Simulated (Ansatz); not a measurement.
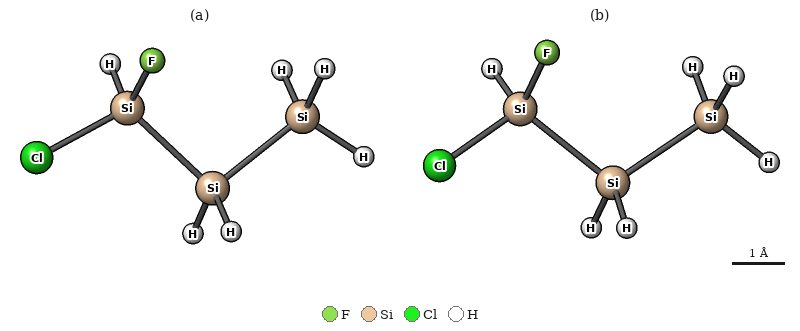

The structure of Si3H6ClF (coarse preliminary run) before (left) and after (right) a relaxation, at one scale.

The picture is a ball-and-stick view, seen from a free direction.

The start comes from a force field.

Theory: RKS PBE-D4/def2-SVP in Ansatz.

Input file:
```yaml
crystal:
  periodic: [false, false, false]
  atoms:
    - {symbol: F, position_ang: [-2.290900, 0.953500, -0.161200]}
    - {symbol: Si, position_ang: [-0.874100, 1.399800, -0.674300]}
    - {symbol: Cl, position_ang: [-1.066700, 2.333600, -2.507800]}
    - {symbol: Si, position_ang: [0.553500, -0.429800, -0.825200]}
    - {symbol: Si, position_ang: [0.537000, -1.180700, 1.333400]}
    - {symbol: H, position_ang: [-0.303900, 2.421700, 0.264900]}
    - {symbol: H, position_ang: [1.880200, -0.087700, -1.288400]}
    - {symbol: H, position_ang: [-0.027700, -1.473800, -1.740000]}
    - {symbol: H, position_ang: [-0.816700, -1.548200, 1.857400]}
    - {symbol: H, position_ang: [1.050900, -0.094800, 2.260700]}
    - {symbol: H, position_ang: [1.424000, -2.350600, 1.501000]}
basis:
  gaussian: {orbitals: def2-SVP}
hamiltonian: {xc: pbe, dispersion: d4}
relax: {f_tol: 0.03, max_steps: 200}
```

Launched with:
```bash
ansatz run in.yaml --threads 4 --pin off --events-out ev --progress --plain --max-ram 10444MiB
```

### Summarise the run.

H6 moves most after the best rigid fit: 0.37 Å. By element the largest moves are H 0.37 Å, Cl 0.29 Å, F 0.22 Å, Si 0.16 Å. Among the contacts that change: F1–Si2 1.572 → 1.641 Å, Si4–Si5 2.286 → 2.353 Å, Si4–H7 1.446 → 1.507 Å, Si5–H11 1.478 → 1.505 Å. Among the angles between lasting bonds that change: Si2–Si4–Si5 101.1° → 109.6°, Si2–Si4–H7 113.4° → 108.0°, Si4–Si5–H9 114.7° → 109.3°. The energy falls by 0.216 eV in 6 geometry steps. Largest force component: 2.4 eV/Å at the start, 0.024 eV/Å at the end.
